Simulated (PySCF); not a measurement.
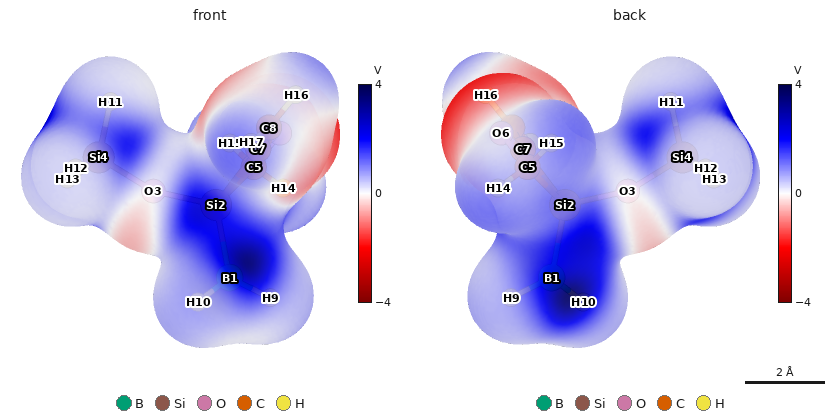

The picture shows: C3H9BO2Si2. The electrostatic potential painted on the density surface at 0.004 e/bohr³, seen from the front and from behind; red is negative and blue positive.

Geometry: GFN2-xTB.

These are results of PySCF 2.14.0, PBE0/pcSseg-1, SCF density, gas phase, non-relativistic, not measurements.

```xyz
17

B    -0.9504   -0.8842   -2.2579
Si   -0.2235   -0.4862   -0.5077
O     1.3321   -0.0006   -0.5677
Si    2.7548    0.6592   -0.1326
C    -0.5365   -1.5501    1.0915
O    -1.3479   -0.5307    1.6964
C    -1.2722    0.4861    0.7751
C    -1.8340    1.6773    0.9243
H    -1.9164   -1.5270   -2.3874
H    -0.4653   -0.4371   -3.2206
H     2.6051    1.3341    1.1534
H     3.6909   -0.4621   -0.0601
H     3.0731    1.5913   -1.2123
H    -1.1201   -2.4684    1.0010
H     0.3300   -1.7509    1.7262
H    -2.3861    1.9389    1.8118
H    -1.7406    2.4226    0.1565
```

### Which sites attract a positive test charge, and which a negative one?

A positive charge is drawn to the negative regions and a negative charge to the positive ones. The most negative region (about −1.7 V, or −39 kcal/mol for a unit charge) lies over O6, the most positive (about +3.3 V, or +76 kcal/mol for a unit charge) over B1. O6 is the likeliest acceptor of a hydrogen bond.
